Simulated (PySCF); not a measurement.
SMILES CCC[CH2][Sn]([F])([F])[F], GFN2-xTB optimised geometry. Atoms within 1.6 Å of the plane z = 0.0 Å (x, y, z in Å): C1 (0.65, -2.85, -1.47), C2 (-0.32, -1.76, -1.04), Sn5 (-0.74, 1.63, 0.00), F7 (1.30, 1.63, 0.00), F8 (-1.28, 3.59, 0.00), H10 (0.76, -3.59, -0.68), H12 (0.05, -1.29, -0.13), H13 (-1.30, -2.20, -0.82), H17 (-2.42, -0.01, -1.42).

Level of theory: PySCF with B3LYP/def2-SVP, def2 effective core potentials past Kr. The core electrons that the potentials of Sn replace are not part of the density. Cells within 0.4 Å of a nucleus heavier than hydrogen are left out (blank, or x).

Map of the log10 of the electron density (e/bohr³), floored at −4 on the plane z = 0.0 Å:

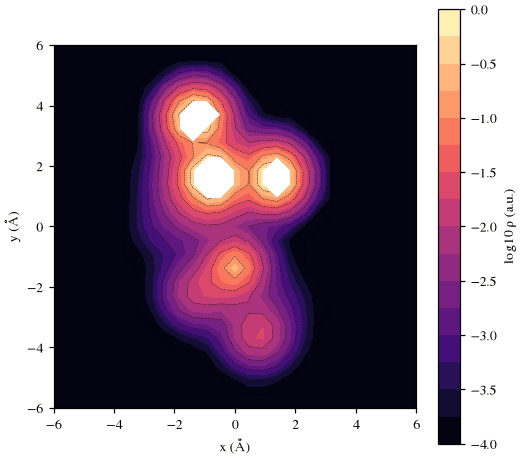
Figure: Log10 of the electron density (e/bohr³), floored at −4 on the plane z = 0.0 Å.
